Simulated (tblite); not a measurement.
## B2Si2H8SO3: geometry relaxation (part 2 of 2)

Continued. System: B2Si2H8SO3, SMILES OB(O)O[SiH](S)B[SiH3]. Method: GFN2-xTB geometry optimisation, gas phase (tblite 0.8.0). 

Geometry of the input (Å):
```
Si 0.0830  1.2904  0.1635
O  1.5862  0.9033  -0.5756
B  1.8807  -0.4887  -0.3937
O  2.6877  -1.1538  -1.4194
O  1.8211  -1.0501  0.9511
B  -1.3149  0.2578  -0.6285
Si -2.0848  -1.3010  0.2861
S  -0.2343  3.3946  -0.2417
H  0.2401  1.0246  1.5996
H  3.5018  -1.5528  -0.9987
H  2.2007  -0.4470  1.6356
H  -1.9426  0.7277  -1.5238
H  -3.4944  -0.9983  0.6202
H  -2.0462  -2.4296  -0.6431
H  -1.3225  -1.6313  1.4769
H  -1.6260  3.5420  -0.3367
```

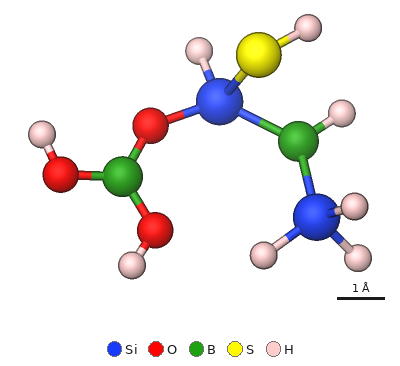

The geometry at step 171 of the log (ball-and-stick view, seen at a tilt).

**Trajectory as extended XYZ, continued**
```
16
Properties=species:S:1:pos:R:3:forces:R:3 step=99 energy=-697.29832
Si   -0.2014    1.3443    0.1812    0.0070  -0.0140   0.0500
O     1.1065    0.5020   -0.2404    0.0020   0.0320  -0.0190
B     2.0654   -0.4261   -0.1547   -0.0600  -0.1040   0.0410
O     2.4049   -1.1017   -1.2751    0.0100   0.0150  -0.0230
O     2.6698   -0.7382    1.0275    0.0440   0.0410  -0.0150
B    -1.7041    0.3407   -0.5795    0.0090  -0.0310  -0.0260
Si   -2.0970   -1.4643    0.0891   -0.0310   0.0060  -0.0130
S     0.2826    3.3003   -0.6158   -0.0200   0.0370  -0.0060
H    -0.1658    1.5594    1.6452    0.0190   0.0300  -0.0030
H     3.1145   -1.7318   -1.1551    0.0060  -0.0070   0.0310
H     2.4135   -0.2027    1.7771    0.0040  -0.0170  -0.0120
H    -2.3651    0.7729   -1.4468    0.0150   0.0160  -0.0030
H    -3.4456   -1.4866    0.6877   -0.0050  -0.0310   0.0260
H    -2.1154   -2.5296   -0.9268    0.0160   0.0430   0.0060
H    -1.2037   -1.9504    1.1554   -0.0070  -0.0120  -0.0210
H    -0.8235    3.8996   -0.1973   -0.0090  -0.0050  -0.0100
16
Properties=species:S:1:pos:R:3:forces:R:3 step=108 energy=-697.31077
Si   -0.2263    1.3371    0.2217   -0.0250  -0.0090   0.0170
O     1.0134    0.4185   -0.2530    0.0060   0.0230   0.0750
B     2.0027   -0.4712   -0.1042    0.1300  -0.0300   0.1320
O     2.1952   -1.3780   -1.0916   -0.0050   0.1050   0.0880
O     2.8085   -0.5001    1.0044   -0.1550  -0.0400  -0.2090
B    -1.7859    0.4047   -0.5272   -0.0190   0.0290   0.0400
Si   -2.0564   -1.4828   -0.0324   -0.0520   0.0220   0.0980
S     0.3386    3.2801   -0.5793   -0.0220  -0.0610  -0.0010
H    -0.1499    1.5641    1.6875    0.0230  -0.0130  -0.0920
H     2.9433   -1.9536   -0.9417    0.0330  -0.0480   0.0160
H     2.6330    0.1629    1.6708   -0.0010   0.0120  -0.0550
H    -2.5281    0.9317   -1.2710    0.0470  -0.0450   0.0280
H    -3.3389   -1.6898    0.6840    0.1030   0.0380  -0.0600
H    -2.1015   -2.4257   -1.1580    0.0030   0.0140  -0.0360
H    -1.0347   -2.0118    0.8925   -0.0420  -0.0050  -0.0420
H    -0.7775    3.9017   -0.2308   -0.0240   0.0080   0.0010
16
Properties=species:S:1:pos:R:3:forces:R:3 step=117 energy=-697.31889
Si   -0.2384    1.3338    0.2606   -0.0080   0.0040   0.0270
O     0.9750    0.3850   -0.2221    0.0010   0.0270  -0.0160
B     1.9810   -0.4881   -0.0797   -0.0170   0.0060  -0.0030
O     2.1362   -1.4559   -1.0100   -0.0460  -0.0140  -0.0380
O     2.8417   -0.4438    0.9730    0.0680  -0.0210   0.0320
B    -1.8161    0.4243   -0.4683    0.0360   0.0480  -0.0270
Si   -2.0490   -1.4836   -0.0593    0.0020   0.0480   0.0060
S     0.3186    3.2546   -0.5965    0.0120  -0.0140  -0.0220
H    -0.1014    1.5867    1.7128   -0.0030  -0.0030  -0.0270
H     2.8841   -2.0280   -0.8408    0.0100  -0.0090  -0.0080
H     2.7220    0.2854    1.5774   -0.0090   0.0450   0.0520
H    -2.5391    0.9602   -1.2230   -0.0060  -0.0260   0.0420
H    -3.2990   -1.7632    0.6709   -0.0140   0.0070   0.0150
H    -2.1086   -2.3324   -1.2550   -0.0060  -0.0370  -0.0550
H    -0.9844   -2.0462    0.7855   -0.0020  -0.0400   0.0170
H    -0.7872    3.8988   -0.2540   -0.0170  -0.0220   0.0070
16
Properties=species:S:1:pos:R:3:forces:R:3 step=126 energy=-697.32348
Si   -0.2326    1.3328    0.2662    0.0080  -0.0060   0.0340
O     0.9857    0.3856   -0.2066    0.0220   0.0240   0.0260
B     1.9830   -0.4967   -0.0498    0.0130   0.0070  -0.0050
O     2.0811   -1.5153   -0.9337   -0.0030   0.0080  -0.0080
O     2.8881   -0.4041    0.9647   -0.0160   0.0230   0.0100
B    -1.8202    0.4371   -0.4460    0.0090  -0.0080   0.0090
Si   -2.0285   -1.4824   -0.0975   -0.0060  -0.0160   0.0120
S     0.2875    3.2405   -0.6349    0.0230   0.0220  -0.0010
H    -0.0905    1.6004    1.7159    0.0000   0.0090  -0.0440
H     2.8341   -2.0868   -0.7842   -0.0130   0.0060   0.0140
H     2.7908    0.3547    1.5393    0.0070  -0.0240  -0.0220
H    -2.5883    0.9826   -1.1445    0.0000   0.0290   0.0190
H    -3.2636   -1.7716    0.6568   -0.0180  -0.0160  -0.0160
H    -2.1168   -2.2684   -1.3370   -0.0120  -0.0430   0.0100
H    -0.9612   -2.0911    0.7136   -0.0110  -0.0110  -0.0290
H    -0.8130    3.8705   -0.2506   -0.0040  -0.0020  -0.0120
16
Properties=species:S:1:pos:R:3:forces:R:3 step=135 energy=-697.33502
Si   -0.2356    1.3538    0.2850    0.0040  -0.0540   0.1100
O     1.0454    0.4413   -0.0652   -0.0200   0.0130   0.0410
B     2.0080   -0.4828    0.0325    0.0290   0.0280  -0.0140
O     1.9633   -1.5660   -0.7751   -0.0330  -0.0240   0.0020
O     3.0352   -0.3520    0.9194   -0.0580   0.0080   0.0050
B    -1.8426    0.4225   -0.3455    0.0390  -0.0070  -0.0720
Si   -2.0282   -1.5307   -0.1892   -0.0270   0.0060   0.0210
S     0.2627    3.1869   -0.7755   -0.0630   0.0170   0.0420
H    -0.1233    1.7607    1.7104   -0.0020  -0.0400  -0.1270
H     2.7007   -2.1616   -0.6462    0.0140  -0.0250  -0.0240
H     3.0056    0.4517    1.4362    0.0650   0.0110   0.0330
H    -2.6933    1.0132   -0.9037    0.0300  -0.0050   0.0690
H    -3.2461   -1.8748    0.5760    0.0180  -0.0050  -0.0050
H    -2.2076   -2.1823   -1.4970    0.0080  -0.0050   0.0000
H    -0.9500   -2.2662    0.4909   -0.0220   0.0580  -0.0240
H    -0.7586    3.8739   -0.2815    0.0170   0.0240  -0.0580
16
Properties=species:S:1:pos:R:3:forces:R:3 step=144 energy=-697.35740
Si   -0.2116    1.3478    0.2897    0.0980  -0.0370  -0.0060
O     1.1790    0.5482    0.1146   -0.0320   0.0010   0.0480
B     2.0656   -0.4576    0.1424   -0.0090   0.0770   0.0650
O     1.8307   -1.5948   -0.5540    0.0180   0.0140   0.0250
O     3.2060   -0.3442    0.8816    0.0030   0.0250  -0.0140
B    -1.8254    0.3858   -0.2436   -0.0680   0.0640  -0.0180
Si   -2.0494   -1.5647   -0.3267    0.0090  -0.0600   0.0150
S     0.1149    3.1071   -0.9652    0.0050  -0.0280   0.0320
H    -0.1479    1.9359    1.6448    0.0250  -0.0560   0.0020
H     2.5348   -2.2413   -0.4821   -0.0560   0.0570  -0.0060
H     3.3148    0.4945    1.3323   -0.0050  -0.0870  -0.0560
H    -2.7586    1.0525   -0.5104   -0.0050  -0.0620   0.0020
H    -3.2361   -1.9639    0.4632    0.0250   0.0030  -0.0040
H    -2.3328   -2.0674   -1.6828    0.0260   0.0260   0.0130
H    -0.9609   -2.3984    0.2056   -0.0300   0.0570  -0.0290
H    -0.7875    3.8484   -0.3378   -0.0050   0.0060  -0.0670
16
Properties=species:S:1:pos:R:3:forces:R:3 step=153 energy=-697.38198
Si   -0.1881    1.3243    0.3795    0.1640   0.1150   0.0730
O     1.2949    0.6619    0.3970   -0.0600  -0.0010  -0.0100
B     2.1089   -0.3974    0.2864   -0.0220  -0.1050  -0.1160
O     1.6570   -1.5377   -0.3145    0.2560   0.1990   0.3220
O     3.3838   -0.3491    0.7834   -0.2550   0.1400  -0.1090
B    -1.8135    0.3420   -0.0764   -0.0990   0.1160   0.0260
Si   -2.0566   -1.5670   -0.4783   -0.0870  -0.1440  -0.1050
S    -0.0387    2.9019   -1.1526   -0.0180  -0.0250   0.0850
H    -0.0563    2.0988    1.6308   -0.1090  -0.0090  -0.0300
H     2.3087   -2.2387   -0.2695   -0.0530  -0.0240  -0.1150
H     3.6404    0.5090    1.1321   -0.0680  -0.2080  -0.0500
H    -2.8036    0.9948   -0.0886    0.1880  -0.0930   0.0010
H    -3.2198   -2.0539    0.3032    0.0630  -0.0080   0.0100
H    -2.4638   -1.8570   -1.8741    0.1080   0.0750   0.1250
H    -0.9704   -2.5024   -0.1526   -0.0530   0.0860  -0.0340
H    -0.8474    3.7582   -0.5341    0.0450  -0.1130  -0.0750
16
Properties=species:S:1:pos:R:3:forces:R:3 step=162 energy=-697.43629
Si   -0.1475    1.3169    0.5949    0.0740   0.0050  -0.0530
O     1.3686    0.7229    0.5552   -0.0990  -0.0200   0.0980
B     2.1125   -0.3788    0.3721   -0.0220   0.0140  -0.0920
O     1.5075   -1.5423    0.0242    0.1220  -0.0120   0.0050
O     3.4645   -0.3611    0.5411   -0.0680   0.1540   0.2310
B    -1.7805    0.3770    0.1006    0.0540  -0.0770   0.0690
Si   -2.0174   -1.4618   -0.5932    0.1030   0.0250  -0.0140
S    -0.2094    2.5942   -1.2109    0.0210  -0.0260  -0.0200
H     0.0930    2.2481    1.7089   -0.0990   0.0470  -0.0120
H     2.1329   -2.2601   -0.0756   -0.0420  -0.0590  -0.0350
H     3.8200    0.4512    0.9115   -0.0730  -0.1300  -0.2140
H    -2.7732    1.0123    0.1630    0.0980   0.0160   0.0300
H    -3.0995   -2.1205    0.1725   -0.0350   0.0380  -0.0280
H    -2.4595   -1.5021   -2.0001   -0.0170   0.0080   0.0310
H    -0.9092   -2.4169   -0.5020   -0.0050   0.0620  -0.0160
H    -1.1670    3.4088   -0.7905   -0.0120  -0.0450   0.0210
16
Properties=species:S:1:pos:R:3:forces:R:3 step=171 energy=-697.51215
Si   -0.0549    1.2922    0.8301   -0.1590   0.1340   0.0620
O     1.4607    0.7219    0.7534   -0.0870   0.1290  -0.0950
B     2.1154   -0.4153    0.4477    0.1120  -0.0230   0.2890
O     1.4143   -1.5594    0.3020    0.0870  -0.1050  -0.0460
O     3.4736   -0.4152    0.4053    0.0710   0.1950  -0.0490
B    -1.6790    0.4421    0.2612    0.0510   0.1950  -0.1710
Si   -1.9081   -1.2558   -0.7194   -0.1560  -0.0780   0.0400
S    -0.4917    2.1515   -1.2438   -0.1740  -0.1410   0.2470
H     0.2347    2.4394    1.7149    0.0230  -0.0660  -0.1620
H     1.9412   -2.3423    0.1375    0.0060   0.0520  -0.0150
H     3.8660    0.4501    0.5581   -0.0620  -0.2570  -0.0650
H    -2.6527    1.0861    0.4448    0.0040  -0.0950   0.0140
H    -2.9582   -2.0556   -0.0341    0.1400   0.0060  -0.0310
H    -2.4675   -1.1141   -2.0798    0.0570   0.0420   0.0180
H    -0.7372   -2.1254   -0.8634   -0.0950  -0.0210  -0.0370
H    -1.6209    2.7876   -0.9429    0.1820   0.0340  -0.0010
16
Properties=species:S:1:pos:R:3:forces:R:3 step=180 energy=-697.67286
Si   -0.0804    1.2341    0.9424    0.0760  -0.0190   0.0070
O     1.4501    0.7008    0.8002   -0.0110   0.0060   0.0070
B     2.1288   -0.4364    0.5277   -0.1080   0.0150  -0.0290
O     1.4508   -1.5906    0.3395   -0.0940   0.0890   0.0770
O     3.4786   -0.4624    0.4566    0.2350   0.0670  -0.1020
B    -1.6743    0.5536    0.1181    0.1590   0.0450  -0.0120
Si   -1.8988   -1.2263   -0.7267   -0.1200   0.0100  -0.0750
S    -0.7639    1.9477   -1.2141   -0.1020  -0.1120   0.0560
H     0.2781    2.5030    1.5921    0.0040   0.0300  -0.0220
H     2.0061   -2.3352    0.1205    0.0610  -0.1230   0.0020
H     3.9527    0.3677    0.5097   -0.1290  -0.0190   0.0770
H    -2.6629    1.1116    0.4393   -0.0950  -0.0370  -0.0260
H    -2.9482   -2.0111   -0.0327    0.1320  -0.0040  -0.0140
H    -2.4370   -1.0799   -2.0922   -0.0500  -0.0250  -0.0760
H    -0.7522   -2.1263   -0.9202   -0.0660   0.0580   0.0790
H    -1.5920    2.9374   -0.8886    0.1090   0.0180   0.0510
16
Properties=species:S:1:pos:R:3:forces:R:3 step=189 energy=-697.70667
Si   -0.0830    1.2104    0.9407    0.0130  -0.0400  -0.0780
O     1.4491    0.6870    0.7878   -0.0530  -0.0030   0.0370
B     2.1376   -0.4467    0.5192   -0.0110   0.0590  -0.0320
O     1.4654   -1.6027    0.3441   -0.0410  -0.0110   0.0610
O     3.4915   -0.4305    0.4426    0.0440  -0.0180  -0.0220
B    -1.6871    0.5600    0.0948   -0.0180   0.0760   0.0280
Si   -1.9301   -1.2120   -0.7642   -0.0250  -0.0390   0.0330
S    -0.7860    1.9197   -1.2076   -0.0410   0.0450   0.0170
H     0.2757    2.5040    1.5479   -0.0010  -0.0260  -0.0020
H     2.0052   -2.3668    0.1481    0.0520  -0.0160  -0.0010
H     3.9093    0.4221    0.5567   -0.0320   0.0050   0.0110
H    -2.6859    1.1031    0.4288    0.0260  -0.0250  -0.0140
H    -2.9097   -2.0404   -0.0275    0.0070   0.0320  -0.0240
H    -2.4808   -1.1250   -2.1336   -0.0060   0.0010   0.0400
H    -0.7564   -2.0799   -0.9000    0.0290   0.0030  -0.0480
H    -1.4793    2.9855   -0.8062    0.0590  -0.0410  -0.0070
16
Properties=species:S:1:pos:R:3:forces:R:3 step=198 energy=-697.71358
Si   -0.0975    1.2041    0.9354   -0.0010  -0.0680  -0.0430
O     1.4295    0.6675    0.8042   -0.0230  -0.0130   0.0130
B     2.1308   -0.4560    0.5279   -0.0100   0.0460  -0.0150
O     1.4798   -1.6300    0.3883   -0.0150   0.0280   0.0350
O     3.4817   -0.4117    0.4129    0.0610   0.0020   0.0330
B    -1.7072    0.5685    0.0922    0.0250   0.0130   0.0310
Si   -1.9299   -1.2071   -0.7653   -0.0340  -0.0570  -0.0470
S    -0.7948    1.9064   -1.2157    0.0500  -0.0140  -0.0050
H     0.2667    2.4969    1.5364    0.0090   0.0150   0.0110
H     2.0381   -2.3782    0.1828    0.0370  -0.0300  -0.0010
H     3.8892    0.4435    0.5511   -0.0610  -0.0330  -0.0380
H    -2.7025    1.1119    0.4266   -0.0220  -0.0060  -0.0160
H    -2.8905   -2.0652   -0.0391    0.0480   0.0240   0.0160
H    -2.5112   -1.1250   -2.1223   -0.0070   0.0250   0.0170
H    -0.7337   -2.0388   -0.9576   -0.0170   0.0290   0.0060
H    -1.4126    3.0010   -0.7862   -0.0370   0.0400   0.0050
16
Properties=species:S:1:pos:R:3:forces:R:3 step=207 energy=-697.75823
Si   -0.1717    1.1555    0.9916   -0.0280   0.0200  -0.0260
O     1.3291    0.5469    0.8890    0.0120  -0.0980  -0.0320
B     1.9931   -0.6217    0.7237   -0.0490  -0.0670   0.0330
O     1.3277   -1.7943    0.8667    0.0740   0.1390  -0.0320
O     3.3268   -0.6228    0.4612   -0.0420   0.1580  -0.0080
B    -1.7049    0.6672   -0.0726    0.1430   0.0080   0.0500
Si   -1.7764   -1.0479   -1.0730    0.0190  -0.0290   0.0780
S    -0.6426    2.1239   -1.1303   -0.0850   0.0050   0.0520
H     0.2082    2.3602    1.7564   -0.0250  -0.0610  -0.0350
H     1.8615   -2.5754    0.7157   -0.0200   0.0560   0.0230
H     3.7244    0.2480    0.3860   -0.0590  -0.1640   0.0010
H    -2.7359    1.1736    0.2062    0.0250  -0.0050  -0.0370
H    -2.4350   -2.1046   -0.2705    0.0510   0.0480  -0.0890
H    -2.5650   -0.9673   -2.3199    0.0180  -0.0300   0.0200
H    -0.4827   -1.6230   -1.5008   -0.0830   0.0630   0.0180
H    -1.3213    3.1697   -0.6577    0.0490  -0.0450  -0.0150
16
Properties=species:S:1:pos:R:3:forces:R:3 step=216 energy=-697.79394
Si   -0.2818    1.1476    1.0887    0.0420  -0.0630  -0.0060
O     1.1910    0.4627    1.0347    0.0270  -0.0550  -0.0090
B     1.6457   -0.8091    0.9278    0.0560   0.0040  -0.0250
O     0.8010   -1.8214    1.2341    0.0580  -0.0900  -0.0140
O     2.9242   -1.0747    0.5578   -0.1120   0.0220   0.0290
B    -1.6178    0.7796   -0.2384   -0.0480  -0.0790  -0.0710
Si   -1.3288   -0.8177   -1.3895    0.0010   0.0050   0.0470
S    -0.4665    2.3531   -0.9446   -0.0130   0.0350  -0.0150
H     0.0516    2.2305    2.0177    0.0210   0.0660   0.0680
H     1.1753   -2.6975    1.1177   -0.0460   0.1110   0.0140
H     3.4587   -0.3110    0.3456    0.0070   0.0140   0.0030
H    -2.7088    1.2096   -0.1126    0.0030  -0.0080  -0.0050
H    -1.7781   -2.0868   -0.7833    0.0080   0.0510  -0.0230
H    -2.0104   -0.7663   -2.6969   -0.0080  -0.0010  -0.0010
H     0.0870   -1.0442   -1.7551   -0.0130   0.0020   0.0150
H    -1.2076    3.3339   -0.4318    0.0150  -0.0140  -0.0080
16
Properties=species:S:1:pos:R:3:forces:R:3 step=225 energy=-697.79558
Si   -0.2803    1.1394    1.0915   -0.0080   0.0000  -0.0070
O     1.1993    0.4718    1.0214   -0.0010   0.0030   0.0010
B     1.6618   -0.7957    0.9137   -0.0070  -0.0060   0.0030
O     0.8246   -1.8133    1.2239    0.0000   0.0130   0.0000
O     2.9389   -1.0490    0.5428    0.0080  -0.0020   0.0000
B    -1.6255    0.7579   -0.2281    0.0020   0.0010   0.0010
Si   -1.3272   -0.8239   -1.3898   -0.0030   0.0040   0.0020
S    -0.5030    2.3567   -0.9366   -0.0080   0.0040   0.0070
H     0.0482    2.2224    2.0306    0.0000   0.0000   0.0020
H     1.2013   -2.6851    1.1067    0.0050  -0.0080  -0.0010
H     3.4686   -0.2796    0.3375   -0.0010  -0.0020  -0.0020
H    -2.7215    1.1707   -0.0908    0.0040   0.0000  -0.0010
H    -1.8166   -2.0879   -0.8118    0.0000  -0.0010   0.0010
H    -1.9753   -0.7475   -2.7135    0.0000   0.0000   0.0000
H     0.0929   -1.0707   -1.7184    0.0030  -0.0010   0.0000
H    -1.2513    3.3220   -0.4072    0.0060  -0.0060  -0.0040
16
Properties=species:S:1:pos:R:3:forces:R:3 step=226 energy=-697.79560
Si   -0.2802    1.1391    1.0909   -0.0030   0.0010  -0.0010
O     1.1992    0.4710    1.0209   -0.0010   0.0010   0.0000
B     1.6623   -0.7964    0.9138   -0.0040  -0.0030   0.0010
O     0.8257   -1.8142    1.2243    0.0000   0.0070   0.0010
O     2.9397   -1.0492    0.5430    0.0040   0.0000   0.0000
B    -1.6258    0.7588   -0.2284    0.0020   0.0010   0.0010
Si   -1.3291   -0.8234   -1.3895    0.0000   0.0020   0.0010
S    -0.5021    2.3561   -0.9373    0.0000   0.0000   0.0020
H     0.0487    2.2218    2.0306   -0.0010  -0.0020  -0.0010
H     1.2030   -2.6859    1.1077    0.0030  -0.0040  -0.0010
H     3.4688   -0.2796    0.3372   -0.0010  -0.0020  -0.0020
H    -2.7214    1.1727   -0.0910    0.0020   0.0000   0.0000
H    -1.8178   -2.0872   -0.8105    0.0000  -0.0010   0.0010
H    -1.9783   -0.7476   -2.7125   -0.0010   0.0000  -0.0020
H     0.0909   -1.0704   -1.7190    0.0010  -0.0010   0.0000
H    -1.2486    3.3227   -0.4084    0.0000   0.0000   0.0000
```
